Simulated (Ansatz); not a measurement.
# C2H8BrNSi: inversion of the pyramid at N3

Aim: the minimum-energy path and barrier of the inversion of the pyramid at N3. The ends are relaxed first, then joined by a nudged elastic band. SMILES of the start: CC(N)[SiH2]Br.

Program: Ansatz 0.2.0. Level of theory: RKS PBE0/def2-SVP. These are calculated values, not measurements.

## (1) The starting structure

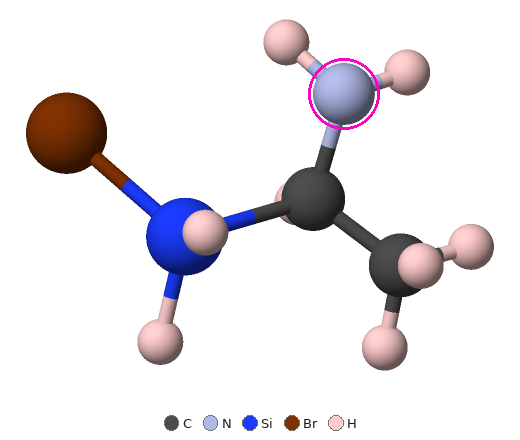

Start, viewed from a chosen angle; carbon dark grey, nitrogen light blue, silicon blue, bromine brown, hydrogen pink. Ringed: N3.

As a file:

```xyz
13

C    -1.3761    0.1199   -0.5649
C    -0.0802   -0.3780   -0.0912
N    -0.2689   -0.8666    1.2776
Si    1.4105    0.9111   -0.2135
Br    3.2185   -0.0915    0.4370
H    -2.1963   -0.5969   -0.5357
H    -1.3343    0.5078   -1.6128
H    -1.7296    1.0286    0.0230
H     0.2036   -1.2091   -0.6819
H     0.6126   -1.3597    1.6100
H    -0.9947   -1.5609    1.3481
H     1.5258    1.3409   -1.6055
H     1.0294    2.1197    0.6245
```

## (2) Relaxing end A

input.yaml reads:

```yaml
crystal:
  periodic: [false, false, false]
  atoms:
    - { symbol: C, position_ang: [-1.3761, 0.1199, -0.5649] }
    - { symbol: C, position_ang: [-0.0802, -0.378, -0.0912] }
    - { symbol: "N", position_ang: [-0.2689, -0.8666, 1.2776] }
    - { symbol: Si, position_ang: [1.4105, 0.9111, -0.2135] }
    - { symbol: Br, position_ang: [3.2185, -0.0915, 0.437] }
    - { symbol: H, position_ang: [-2.1963, -0.5969, -0.5357] }
    - { symbol: H, position_ang: [-1.3343, 0.5078, -1.6128] }
    - { symbol: H, position_ang: [-1.7296, 1.0286, 0.023] }
    - { symbol: H, position_ang: [0.2036, -1.2091, -0.6819] }
    - { symbol: H, position_ang: [0.6126, -1.3597, 1.61] }
    - { symbol: H, position_ang: [-0.9947, -1.5609, 1.3481] }
    - { symbol: H, position_ang: [1.5258, 1.3409, -1.6055] }
    - { symbol: H, position_ang: [1.0294, 2.1197, 0.6245] }
basis:
  gaussian: { orbitals: def2-SVP }
hamiltonian:
  xc: pbe0
relax:
  f_tol: 0.015
  max_steps: 40
output:
  orbitals: {}
```

Command:

```console
> ansatz run input.yaml --threads 2 --pin off --max-ram 3072MiB --backend cpu --events-out ev --progress --plain --runs-dir out
```

Log, cut to the lines that bear on the results:

```text
Warning: RAYON_NUM_THREADS=2 ignored (pool sized by the plan → 2); use --threads N
[...]
Functional definition: PBE0
[...]
1432 factors; integrals over basis functions are off by at most 5.8e-4 eV
[...]
mean field -81589.78045090 eV, -2998.3691280309 hartree, gradient 2.7e-5 eV, S^2 0.000000; 0 other end points of the search recorded, 0 dependent functions left out
[...]
reference -81589.78047921 eV, -2998.3691290716 hartree; 38, 38 occupied and 94, 94 virtual orbitals, 1432 factors
relax step   1: F+E_penalty+E_count = -81589.78045090 eV  Δ(F+E_penalty+E_count) = +0.000e0 eV  max|allowed force component| = 2.985e0 eV/Å  Δτ_max = 0.0000 Å  (26 SCF iters, accepted)
[...]
relax step   3: F+E_penalty+E_count = -81590.20621906 eV  Δ(F+E_penalty+E_count) = -4.604e-2 eV  max|allowed force component| = 3.055e-1 eV/Å  Δτ_max = 0.0646 Å  (23 SCF iters, accepted)
[...]
relax step   5: F+E_penalty+E_count = -81590.21265494 eV  Δ(F+E_penalty+E_count) = -1.251e-3 eV  max|allowed force component| = 3.675e-2 eV/Å  Δτ_max = 0.0174 Å  (25 SCF iters, accepted)
[...]
relax step   7: F+E_penalty+E_count = -81590.21397216 eV  Δ(F+E_penalty+E_count) = -6.512e-4 eV  max|allowed force component| = 3.557e-2 eV/Å  Δτ_max = 0.0355 Å  (24 SCF iters, accepted)
[...]
relax step   8: F+E_penalty+E_count = -81590.21341260 eV  Δ(F+E_penalty+E_count) = +5.596e-4 eV  max|allowed force component| = 1.108e-1 eV/Å  Δτ_max = 0.0212 Å  (25 SCF iters, rejected (line search))
[...]
mean field -81590.21410304 eV, -2998.3850644535 hartree, gradient 1.2e-5 eV, S^2 0.000000; 1 other end points of the search recorded, 0 dependent functions left out
[...]
reference -81590.21413147 eV, -2998.3850654979 hartree; 38, 38 occupied and 94, 94 virtual orbitals, 1432 factors
Total energy: -81590.21413147 eV, -2998.3850654979 hartree
Atom 0 at    -1.395805     0.192361    -0.573154 Å, force    -0.001404     0.001227     0.001674 eV/Å
Atom 1 at    -0.083824    -0.430328    -0.104627 Å, force     0.001132     0.000975     0.001908 eV/Å
Atom 2 at    -0.200455    -0.864930     1.276203 Å, force    -0.004392    -0.002851     0.002593 eV/Å
Atom 3 at     1.293010     0.863231    -0.215255 Å, force     0.002825     0.001303    -0.002778 eV/Å
Atom 4 at     3.186676    -0.041952     0.575624 Å, force    -0.001583     0.000744     0.000858 eV/Å
Atom 5 at    -2.210595    -0.550899    -0.532174 Å, force    -0.000496     0.000874    -0.001778 eV/Å
Atom 6 at    -1.335266     0.549759    -1.613076 Å, force    -0.000710     0.000957     0.000254 eV/Å
Atom 7 at    -1.687635     1.032467     0.076470 Å, force     0.001128    -0.000318     0.000525 eV/Å
Atom 8 at     0.185216    -1.242100    -0.818378 Å, force     0.001783    -0.001027    -0.000099 eV/Å
Atom 9 at     0.664774    -1.296030     1.597639 Å, force     0.002632     0.001164    -0.001025 eV/Å
Atom 10 at    -0.932776    -1.568018     1.370330 Å, force    -0.000370    -0.001536    -0.000344 eV/Å
Atom 11 at     1.547359     1.254671    -1.632718 Å, force     0.000435    -0.001091    -0.001241 eV/Å
Atom 12 at     0.989621     2.067068     0.607815 Å, force    -0.000979    -0.000421    -0.000546 eV/Å
Dipole moment:    -0.372774    -0.202057    -0.193468 e Å
```

It took 35 s on 2 threads of Intel Xeon Platinum 8488C (Sapphire Rapids), shared host; peak memory 0.37 GiB.

Step by step:

```
step  energy from step 1 (eV)  largest force component (eV/Å)
   1                   0.0000                          2.9847
   2                  -0.3797                          0.9717
   3                  -0.4258                          0.3055
   4                  -0.4310                          0.1606
   5                  -0.4322                          0.0367
   6                  -0.4329                          0.0355
   7                  -0.4335                          0.0356
  8x                  -0.4330                          0.1108
   9                  -0.4337                          0.0044
```

Step 1 is the start. 1 step was tried and not accepted (marked x).

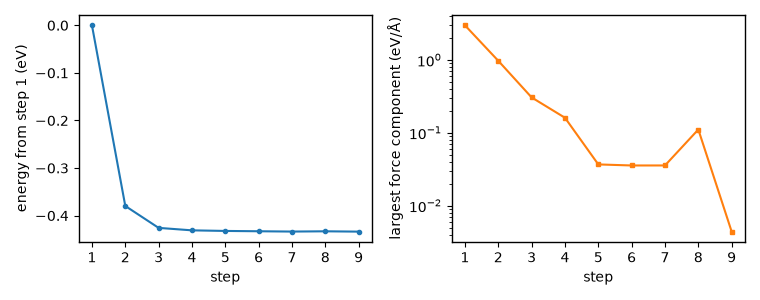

Energy and largest force along the relaxation.

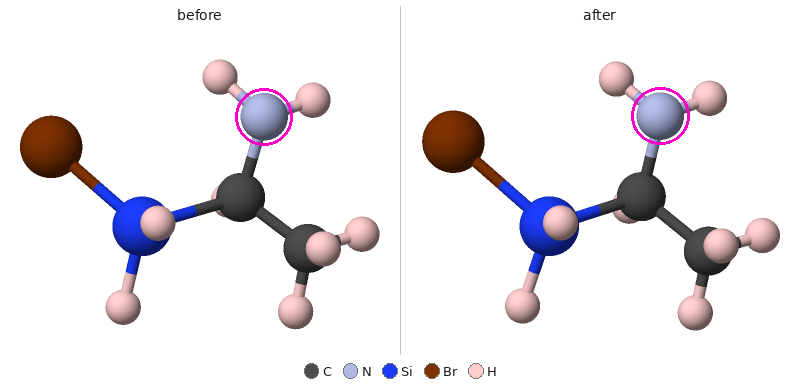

Before and after, at one scale.

After: Bond lengths: C1–C2 1.526 Å, C2–N3 1.452 Å, C2–Si4 1.892 Å, Si4–Br5 2.243 Å, C1–H6 1.104 Å, C1–H7 1.101 Å, C1–H8 1.101 Å, C2–H9 1.114 Å, N3–H10 1.019 Å, N3–H11 1.020 Å, Si4–H12 1.492 Å, Si4–H13 1.490 Å. Angles (14 of 21 angles, heavy atoms first): C1–C2–N3 110.2°, C1–C2–Si4 109.2°, N3–C2–Si4 108.6°, C2–Si4–Br5 108.5°, C1–C2–H9 108.0°, N3–C2–H9 114.2°, Si4–C2–H9 106.6°, C2–C1–H6 110.4°, C2–C1–H7 112.0°, C2–C1–H8 111.0°, C2–N3–H10 111.0°, C2–N3–H11 110.6°, C2–Si4–H12 111.0°, C2–Si4–H13 111.8°.

## (3) End point B

The second end starts from a geometry with the move made by hand.

input.yaml: that of step 2 with these lines changed.

```diff
@@ -12,4 +12,4 @@
     - { symbol: H, position_ang: [0.2036, -1.2091, -0.6819] }
-    - { symbol: H, position_ang: [0.6126, -1.3597, 1.61] }
-    - { symbol: H, position_ang: [-0.9947, -1.5609, 1.3481] }
+    - { symbol: H, position_ang: [0.32601, -0.29674, 1.94992] }
+    - { symbol: H, position_ang: [-1.21318, -0.75054, 1.60724] }
     - { symbol: H, position_ang: [1.5258, 1.3409, -1.6055] }
@@ -23,3 +23 @@
   max_steps: 40
-output:
-  orbitals: {}
```

Command:

```console
> ansatz run input.yaml --threads 2 --pin off --max-ram 3072MiB --backend cpu --events-out ev --progress --plain --runs-dir out
```

Log, cut to the lines that bear on the results:

```text
Warning: RAYON_NUM_THREADS=2 ignored (pool sized by the plan → 2); use --threads N
[...]
[... 1 set-up line as earlier in the session ...]
[...]
1432 factors; integrals over basis functions are off by at most 5.7e-4 eV
[...]
mean field -81589.62211656 eV, -2998.3633093514 hartree, gradient 4.7e-5 eV, S^2 0.000000; 0 other end points of the search recorded, 0 dependent functions left out
[...]
reference -81589.62214460 eV, -2998.3633103820 hartree; 38, 38 occupied and 94, 94 virtual orbitals, 1432 factors
relax step   1: F+E_penalty+E_count = -81589.62211656 eV  Δ(F+E_penalty+E_count) = +0.000e0 eV  max|allowed force component| = 2.967e0 eV/Å  Δτ_max = 0.0000 Å  (26 SCF iters, accepted)
[...]
relax step   4: F+E_penalty+E_count = -81590.03774952 eV  Δ(F+E_penalty+E_count) = -1.235e-2 eV  max|allowed force component| = 1.715e-1 eV/Å  Δτ_max = 0.0615 Å  (24 SCF iters, accepted)
[...]
Atom 3 at     1.239212     0.934681    -0.199806 Å, force    -0.004855    -0.002176    -0.000545 eV/Å
Atom 4 at     3.089368     0.079098     0.736777 Å, force    -0.000766     0.000216    -0.000533 eV/Å
Atom 5 at    -2.231742    -0.604011    -0.567921 Å, force    -0.000929    -0.000102    -0.000082 eV/Å
Atom 6 at    -1.336488     0.426498    -1.722494 Å, force    -0.000272    -0.000284     0.000763 eV/Å
Atom 7 at    -1.797605     1.060508    -0.124483 Å, force    -0.000875     0.000697    -0.000632 eV/Å
Atom 8 at     0.178841    -1.236658    -0.667469 Å, force    -0.000046     0.000559    -0.000447 eV/Å
Atom 9 at     0.499763    -1.207534     1.692971 Å, force     0.001870    -0.001726     0.000763 eV/Å
Atom 10 at    -0.641170    -0.057291     1.900166 Å, force    -0.001403     0.001923     0.000188 eV/Å
Atom 11 at     1.590275     1.330312    -1.597089 Å, force     0.003272     0.000596    -0.000973 eV/Å
Atom 12 at     0.875578     2.148512     0.592316 Å, force    -0.000253    -0.000951     0.000655 eV/Å
Dipole moment:    -0.251448     0.143831    -0.087522 e Å
```

It took 48 s on 2 threads of Intel Xeon Platinum 8488C (Sapphire Rapids), shared host; peak memory 0.38 GiB.

Step by step:

| step | energy from step 1 (eV) | largest force component (eV/Å) |
| --- | --- | --- |
| 1 | 0.0000 | 2.9670 |
| 2 | -0.3539 | 0.8684 |
| 3 | -0.4033 | 0.3332 |
| 4 | -0.4156 | 0.1715 |
| 5 | -0.4282 | 0.6603 |
| 6 | -0.4685 | 0.3892 |
| 7 | -0.5034 | 0.8256 |
| 8 | -0.5633 | 0.1715 |
| 9 | -0.5823 | 0.3361 |
| 10 | -0.5838 | 0.2884 |
| 11 | -0.5891 | 0.0411 |
| 12 | -0.5894 | 0.0222 |
| 13 | -0.5895 | 0.0084 |

Step 1 is the start.

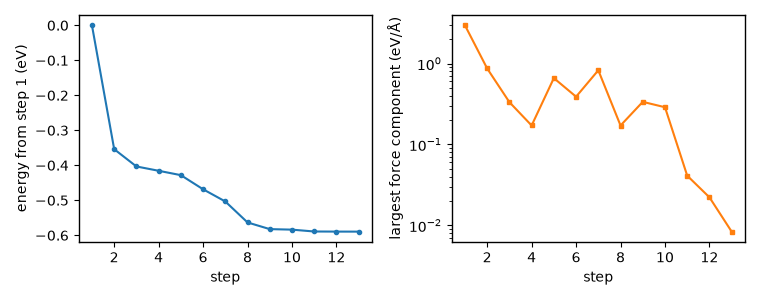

How energy and force went from step to step.

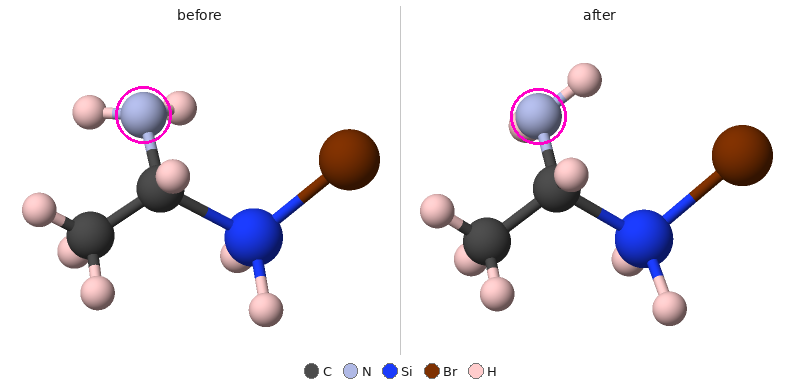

The structure before (left) and after (right), drawn at the same scale.

After: Bond lengths: C1–C2 1.524 Å, C2–N3 1.458 Å, C2–Si4 1.904 Å, Si4–Br5 2.243 Å, C1–H6 1.101 Å, C1–H7 1.101 Å, C1–H8 1.103 Å, C2–H9 1.105 Å, N3–H10 1.019 Å, N3–H11 1.020 Å, Si4–H12 1.494 Å, Si4–H13 1.494 Å. Angles (14 of 21 angles, heavy atoms first): C1–C2–N3 110.3°, C1–C2–Si4 110.9°, N3–C2–Si4 113.0°, C2–Si4–Br5 108.0°, C1–C2–H9 108.2°, N3–C2–H9 107.5°, Si4–C2–H9 106.7°, C2–C1–H6 109.6°, C2–C1–H7 111.9°, C2–C1–H8 111.5°, C2–N3–H10 110.8°, C2–N3–H11 110.6°, C2–Si4–H12 114.6°, C2–Si4–H13 110.0°.

## (4) The band

crystal.atoms is end A as relaxed above, and neb.final_atoms is end B, turned to lie on A. With 5 inner images the band has 7 in all. The start path is listed, through a guess of the saddle.

input.yaml reads:

```yaml
crystal:
  periodic: [false, false, false]
  atoms:
    - { symbol: C, position_ang: [-1.395805, 0.192361, -0.573154] }
    - { symbol: C, position_ang: [-0.083824, -0.430328, -0.104627] }
    - { symbol: "N", position_ang: [-0.200455, -0.86493, 1.276203] }
    - { symbol: Si, position_ang: [1.29301, 0.863231, -0.215255] }
    - { symbol: Br, position_ang: [3.186676, -0.041952, 0.575624] }
    - { symbol: H, position_ang: [-2.210595, -0.550899, -0.532174] }
    - { symbol: H, position_ang: [-1.335266, 0.549759, -1.613076] }
    - { symbol: H, position_ang: [-1.687635, 1.032467, 0.07647] }
    - { symbol: H, position_ang: [0.185216, -1.2421, -0.818378] }
    - { symbol: H, position_ang: [0.664774, -1.29603, 1.597639] }
    - { symbol: H, position_ang: [-0.932776, -1.568018, 1.37033] }
    - { symbol: H, position_ang: [1.547359, 1.254671, -1.632718] }
    - { symbol: H, position_ang: [0.989621, 2.067068, 0.607815] }
basis:
  gaussian: { orbitals: def2-SVP }
hamiltonian:
  xc: pbe0
neb:
  order_check: false
  images: 5
  f_tol: 0.05
  max_iterations: 60
  final_atoms:
    - { symbol: C, position_ang: [-1.43224615, 0.10761822, -0.64344482] }
    - { symbol: C, position_ang: [-0.10732782, -0.4893253, -0.18332359] }
    - { symbol: "N", position_ang: [-0.2705991, -1.15199831, 1.10471055] }
    - { symbol: Si, position_ang: [1.26427437, 0.8312404, -0.17169898] }
    - { symbol: Br, position_ang: [3.15191723, -0.13440457, 0.56084551] }
    - { symbol: H, position_ang: [-2.21068238, -0.67136426, -0.63802318] }
    - { symbol: H, position_ang: [-1.36375, 0.52726889, -1.65902829] }
    - { symbol: H, position_ang: [-1.76821225, 0.91379864, 0.03071778] }
    - { symbol: H, position_ang: [0.19749101, -1.2579364, -0.91676406] }
    - { symbol: H, position_ang: [0.60566056, -1.57423312, 1.40893372] }
    - { symbol: H, position_ang: [-0.53218843, -0.47878204, 1.82487057] }
    - { symbol: H, position_ang: [1.56137162, 1.43228558, -1.50685694] }
    - { symbol: H, position_ang: [0.92459132, 1.91113227, 0.80376072] }
  initial_path:
    images:
      - { positions_ang: [[-1.395805, 0.192361, -0.573154], [-0.083824, -0.430328, -0.104627], [-0.200455, -0.86493, 1.276203], [1.29301, 0.863231, -0.215255], [3.186676, -0.041952, 0.575624], [-2.210595, -0.550899, -0.532174], [-1.335266, 0.549759, -1.613076], [-1.687635, 1.032467, 0.07647], [0.185216, -1.2421, -0.818378], [0.664774, -1.29603, 1.597639], [-0.932776, -1.568018, 1.37033], [1.547359, 1.254671, -1.632718], [0.989621, 2.067068, 0.607815]] }
      - { positions_ang: [[-1.38691612, 0.1545887, -0.57311389], [-0.0765199, -0.43305036, -0.12133335], [-0.20909559, -0.91929855, 1.24310989], [1.33351005, 0.86608359, -0.21092218], [3.20481922, -0.08016966, 0.49986861], [-2.2010481, -0.58279937, -0.54992588], [-1.33884693, 0.5475383, -1.60541801], [-1.6993809, 1.00112493, 0.07921844], [0.19726126, -1.23507881, -0.81513447], [0.66313926, -1.20302162, 1.65322569], [-1.00450969, -1.50353033, 1.37609329], [1.53351149, 1.30431881, -1.60860674], [1.00437595, 2.04859437, 0.64763758]] }
      - { positions_ang: [[-1.37802725, 0.1168164, -0.57307377], [-0.0692158, -0.43577273, -0.1380397], [-0.21773618, -0.9736671, 1.21001679], [1.37401011, 0.86893619, -0.20658935], [3.22296243, -0.11838732, 0.42411323], [-2.1915012, -0.61469975, -0.56767776], [-1.34242786, 0.5453176, -1.59776003], [-1.7111268, 0.96978285, 0.08196688], [0.20930651, -1.22805762, -0.81189095], [0.66150453, -1.11001323, 1.70881238], [-1.07624338, -1.43904265, 1.38185658], [1.51966398, 1.35396661, -1.58449547], [1.0191309, 2.03012075, 0.68746017]] }
      - { positions_ang: [[-1.36913837, 0.0790441, -0.57303366], [-0.0619117, -0.43849509, -0.15474604], [-0.22637677, -1.02803565, 1.17692368], [1.41451016, 0.87178878, -0.20225653], [3.24110565, -0.15660498, 0.34835784], [-2.1819543, -0.64660012, -0.58542964], [-1.3460088, 0.5430969, -1.59010204], [-1.72287269, 0.93844078, 0.08471532], [0.22135177, -1.22103642, -0.80864742], [0.65986979, -1.01700485, 1.76439906], [-1.14797707, -1.37455498, 1.38761987], [1.50581647, 1.40361442, -1.56038421], [1.03388585, 2.01164712, 0.72728275]] }
      - { positions_ang: [[-1.3901743, 0.08856881, -0.59650405], [-0.07705041, -0.45543849, -0.16427189], [-0.24111755, -1.06935654, 1.15285264], [1.36443156, 0.85827266, -0.19207068], [3.21137618, -0.14920484, 0.41918706], [-2.19153032, -0.65485483, -0.60296082], [-1.35192253, 0.53782089, -1.61307745], [-1.73798588, 0.93022673, 0.06671614], [0.21339818, -1.23333642, -0.8446863], [0.64180005, -1.20274761, 1.64591061], [-0.94271419, -1.075964, 1.53337011], [1.52433486, 1.41317147, -1.54254179], [0.99745434, 1.97814217, 0.75277541]] }
      - { positions_ang: [[-1.41121022, 0.09809351, -0.61997443], [-0.09218911, -0.4723819, -0.17379774], [-0.25585832, -1.11067742, 1.12878159], [1.31435296, 0.84475653, -0.18188483], [3.1816467, -0.1418047, 0.49001629], [-2.20110635, -0.66310955, -0.620492], [-1.35783626, 0.53254489, -1.63605287], [-1.75309907, 0.92201268, 0.04871696], [0.2054446, -1.24563641, -0.88072518], [0.6237303, -1.38849036, 1.52742217], [-0.73745131, -0.77737302, 1.67912034], [1.54285324, 1.42272853, -1.52469937], [0.96102283, 1.94463722, 0.77826807]] }
      - { positions_ang: [[-1.43224615, 0.10761822, -0.64344482], [-0.10732782, -0.4893253, -0.18332359], [-0.2705991, -1.15199831, 1.10471055], [1.26427437, 0.8312404, -0.17169898], [3.15191723, -0.13440457, 0.56084551], [-2.21068238, -0.67136426, -0.63802318], [-1.36375, 0.52726889, -1.65902829], [-1.76821225, 0.91379864, 0.03071778], [0.19749101, -1.2579364, -0.91676406], [0.60566056, -1.57423312, 1.40893372], [-0.53218843, -0.47878204, 1.82487057], [1.56137162, 1.43228558, -1.50685694], [0.92459132, 1.91113227, 0.80376072]] }
```

Command:

```console
> ansatz run input.yaml --threads 2 --pin off --max-ram 3072MiB --backend cpu --events-out ev --progress --plain --runs-dir out
```

Log, cut to the lines that bear on the results:

```text
Warning: RAYON_NUM_THREADS=2 ignored (pool sized by the plan → 2); use --threads N
[...]
[... 1 set-up line as earlier in the session ...]
[...]
1434 factors; integrals over basis functions are off by at most 4.1e-4 eV
[...]
mean field -81590.21407831 eV, -2998.3850635446 hartree, gradient 2.7e-5 eV, S^2 0.000000; 0 other end points of the search recorded, 0 dependent functions left out
[...]
reference -81590.21410698 eV, -2998.3850645981 hartree; 38, 38 occupied and 94, 94 virtual orbitals, 1434 factors
1434 factors; integrals over basis functions are off by at most 4.3e-4 eV
[...]
mean field -81590.21161448 eV, -2998.3849730002 hartree, gradient 4.8e-5 eV, S^2 0.000000; 0 other end points of the search recorded, 0 dependent functions left out
[...]
reference -81590.21164338 eV, -2998.3849740626 hartree; 38, 38 occupied and 94, 94 virtual orbitals, 1434 factors
[...]
Atom 4 at     3.184832    -0.024919     0.595333 Å, force     0.004023    -0.000469     0.001885 eV/Å
Atom 5 at    -2.191073    -0.619611    -0.545176 Å, force    -0.001160     0.000284     0.000153 eV/Å
Atom 6 at    -1.370310     0.546140    -1.604548 Å, force     0.000171    -0.000241     0.000374 eV/Å
Atom 7 at    -1.676867     0.953699     0.108509 Å, force    -0.000185    -0.000214    -0.000348 eV/Å
Atom 8 at     0.195990    -1.237202    -0.965769 Å, force     0.000956     0.001301     0.002472 eV/Å
Atom 9 at     0.686288    -1.370921     1.603514 Å, force     0.000833    -0.001190    -0.000222 eV/Å
Atom 10 at    -1.017831    -1.083339     1.618416 Å, force    -0.001483     0.002760    -0.000656 eV/Å
Atom 11 at     1.597931     1.346603    -1.596572 Å, force    -0.001065     0.002664     0.000215 eV/Å
Atom 12 at     0.917293     1.997142     0.665719 Å, force    -0.000903    -0.000480    -0.001303 eV/Å
Dipole moment:    -0.472023    -0.017544    -0.019760 e Å
this run last wrote the band of iteration 12 to <dir>; this run last wrote the band within `neb.f_tol` of iteration 8 to <dir>
```

It took 3.7 min on 2 threads of Intel Xeon Platinum 8488C (Sapphire Rapids), shared host; peak memory 0.4 GiB.

[end of part 1 of 2]
